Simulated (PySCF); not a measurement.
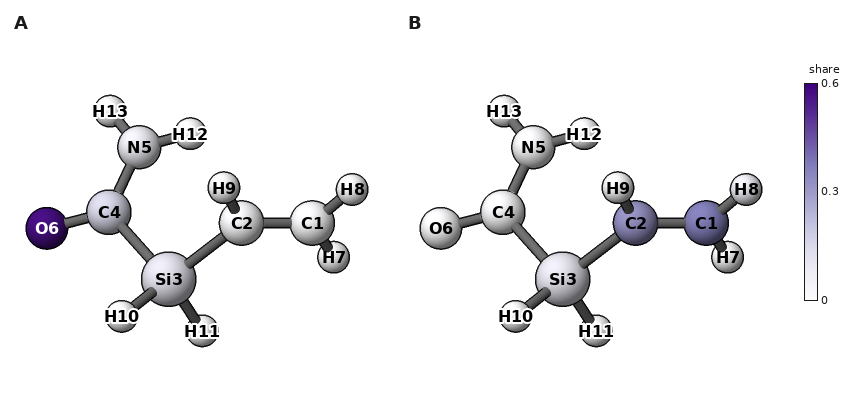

Each panel colours the atoms by their Löwdin share in one orbital (up to four of the largest shares; other atoms are shown as zero). The geometry was computed by an optimisation with GFN2-xTB. No frequency run is at hand to confirm it as a minimum. Computed with PBE0/def2-SVPD (PySCF 2.14.0).

**The panels show the HOMO, LUMO, in some order. Which is which?**

A: HOMO, −6.92 eV; O6 0.57, C4 0.15, Si3 0.10, N5 0.06
B: LUMO, −0.81 eV; C1 0.36, C2 0.32, Si3 0.09, H8 0.05

The geometry is semi-empirical. Around Si such bond lengths and angles can be off by a tenth of an ångström or more and by several degrees, and values that hang on the shape move with them.
